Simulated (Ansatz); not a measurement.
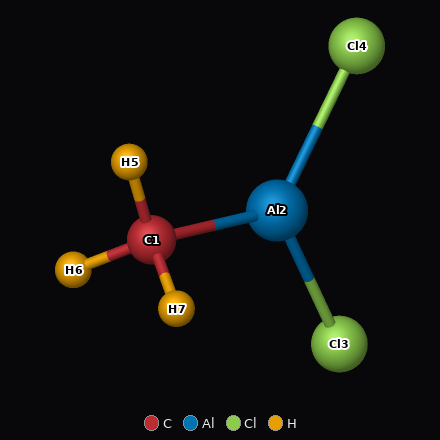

The system is CH₃AlCl₂, SMILES [CH3][Al]([Cl])[Cl]; the picture shows the reference structure. Coordinates scanned: (1) bond length C1–H5; (2) angle H5–C1–Al2. Nothing is relaxed (all other coordinates rigid). The grid has 15 × 15 points. Points are written as (first, second). Energies: kJ/mol, counted from the lowest grid point. The reference is spin-restricted, which grows unreliable where a bond is stretched far. The calculation used Ansatz, RHF/def2-TZVP.

Its coordinates:

```yaml
atoms:
  - { symbol: C, position_ang: [-0.1749, 0.9371, -0.1666] }
  - { symbol: Al, position_ang: [0.1738, -0.9448, 0.1401] }
  - { symbol: Cl, position_ang: [1.7930, -1.5634, 1.3141] }
  - { symbol: Cl, position_ang: [-1.0298, -2.4521, -0.6720] }
  - { symbol: H, position_ang: [-1.0469, 1.0932, -0.7914] }
  - { symbol: H, position_ang: [-0.3327, 1.4534, 0.7764] }
  - { symbol: H, position_ang: [0.6786, 1.4088, -0.6462] }
```

Range: bond length C1–H5 from 0.889 to 1.626 Å; angle H5–C1–Al2 from 87.1 to 137.1°.

Q: What landscape does the calculation give?

A: The lowest grid point is at (1.100 Å, 112.1°). No other kind of well shows on this grid. The highest grid point, (1.626 Å, 87.1°), lies 251 kJ/mol above the lowest. Round the minimum the two coordinates are nearly uncoupled.

```
angle H5–C1–Al2 ↓, bond length C1–H5 →  0.889  0.942  0.994  1.047  1.100  1.152  1.205  1.257  1.310  1.363  1.415  1.468  1.521  1.573  1.626
                                 137.1    143     91     61     46     43     48     60     76     97    119    143    168    193    218    244
                                 133.5    131     79     49     34     31     37     49     66     86    109    133    158    184    210    236
                                 129.9    121     69     39     24     22     28     40     57     78    101    125    150    177    202    229
                                 126.4    112     61     31     17     14     20     33     50     71     94    118    144    171    197    223
                                 122.8    105     54     25     10      8     14     27     44     65     89    113    139    166    192    219
                                 119.2    101     49     20      6      3     10     23     40     61     85    110    136    163    189    216
                                 115.6     98     47     17      3      1      7     20     38     59     83    108    134    161    187    214
                                 112.1     96     45     16      2      0      7     20     37     59     83    107    134    161    187    214
                                 108.5     97     46     17      3      1      8     21     38     60     84    109    135    162    188    215
                                 104.9    100     49     20      6      4     10     23     41     62     86    111    137    164    191    218
                                 101.4    104     53     24     10      8     14     28     45     67     90    115    141    168    195    222
                                  97.8    110     59     30     16     14     20     34     51     73     96    121    147    174    200    227
                                  94.2    118     67     38     24     22     28     41     59     80    104    128    154    181    207    234
                                  90.6    128     77     48     34     31     38     51     68     89    113    137    163    189    215    242
                                  87.1    139     88     59     45     42     49     62     79    100    123    147    173    199    225    251
```

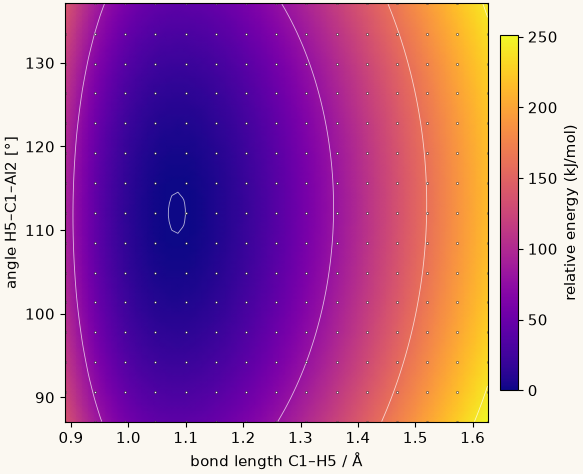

The picture shows a smooth colour map with a few white contour lines, dots at the grid points. Between grid points the surface is interpolated.

Each point was launched as `ansatz run input.yaml --threads 1 --pin off --max-ram 2560MiB --backend cpu --events-out ev --progress --plain --runs-dir out`. Time for the 225 points that were run: 30 min on 1 thread of Arm Neoverse N1, with other jobs on the host.
